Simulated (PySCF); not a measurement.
# C4H11ClO3Si (chloromethyltrimethoxysilane): what the fields show

Input file:

```
{"job": {"kind": "sp", "xc": "wB97X", "basis": "ma-def2-SVP", "d3": "d3bj", "grid": 2}, "charge": 0, "multiplicity": 1}
C     -2.080306    -0.891073    -1.584051
O     -1.323945    -1.148861    -0.426843
Si     0.052284    -0.363620     0.026548
C      0.706257    -1.399110     1.445768
Cl     2.174976    -0.645309     2.152469
O     -0.209138     1.202609     0.488746
C     -0.823115     1.625424     1.678325
O      1.061626    -0.294521    -1.267995
C      2.129938     0.595906    -1.482803
H     -2.535680     0.113645    -1.553294
H     -2.886768    -1.636320    -1.644030
H     -1.460471    -0.967560    -2.492668
H      0.979463    -2.405591     1.099900
H     -0.035072    -1.507579     2.250376
H     -0.932207     2.719379     1.644859
H     -0.211128     1.368122     2.560404
H     -1.827707     1.183718     1.802315
H      3.028426     0.274426    -0.930795
H      1.869858     1.619227    -1.167192
H      2.362822     0.603492    -2.557823
```

Launched as:

```sh
OMP_NUM_THREADS=1 python redox_run.py task.json out
```

Geometry: PBE0-D3(BJ)/ma-def2-SVP.

Theory: DFT single point, gas phase, functional wB97X in PySCF 2.14.0, density-fitted response routines.

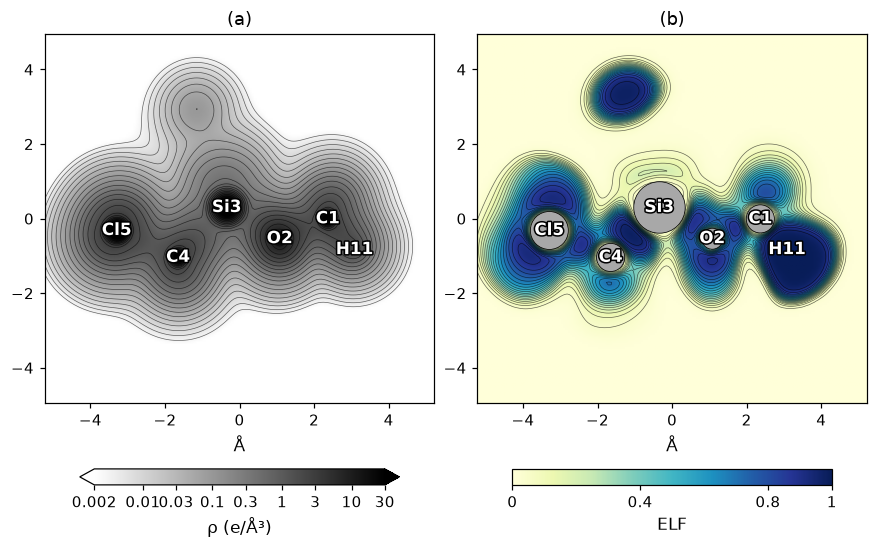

Figure 1. (a) total electron density; (b) ELF on the plane of atoms Si3, C4 and Cl5. Grey discs cover the atomic cores in the ELF map.

### What do the fields say about this system?

The section cuts through C, O, Si, Cl and H sites.
C–O (1.41 Å): the density is about 2 e/Å³ at the midpoint, with its minimum of 1.7 e/Å³ about 0.5 Å from C; the ELF peaks at about 0.90 between the atoms; a shared but strongly polarised pair.
Si–O (1.65 Å): the density is about 1.1 e/Å³ at the midpoint; the ELF peaks at about 0.90 between the atoms; a shared but strongly polarised pair.
C–Cl (1.80 Å): ρ is about 1.3 e/Å³ halfway; the ELF peaks at about 0.90 between the atoms (localised, covalent bonding).
C–Si (1.87 Å): the density is about 1 e/Å³ at the midpoint; the ELF peaks at about 1 between the atoms; localised, covalent bonding.
C–H (1.10 Å): the density is about 2 e/Å³ at the midpoint; the ELF climbs to about 1 towards the hydrogen, as it does in any bond to H: an ordinary covalent bond to hydrogen.
The ELF also peaks beside O2 and Cl5, away from the bonds: lone-pair regions.

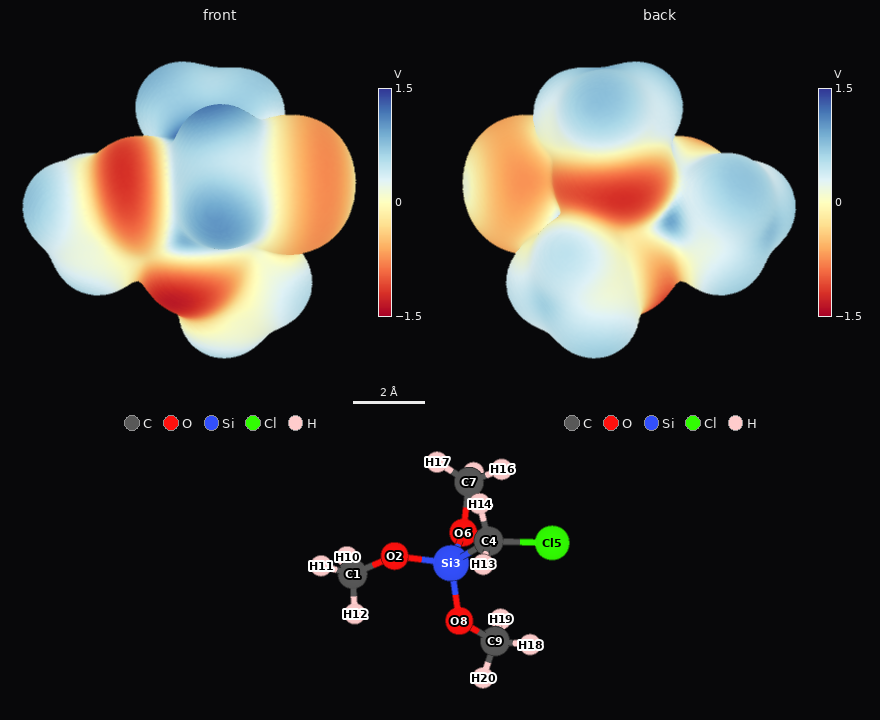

Figure 2. The electrostatic potential painted on the density surface at 0.002 e/bohr³, seen from the front and from behind; the colour scale runs from red (negative) to blue (positive). The bare structure is drawn below in the same view.

### Which sites attract a positive test charge, and which a negative one?

A positive charge is drawn to the negative regions and a negative charge to the positive ones. The most negative region (about −1.3 V) lies over O8, the most positive (about +1.1 V) over Si3, C7 and H14. Cl5 shows a σ-hole: about +0.1 V at the tip opposite its bond, against about −0.4 V on its flanks. O8 is the likeliest acceptor of a hydrogen bond.

### How polar is the molecule by this calculation?

Its dipole moment is 1.57 D.
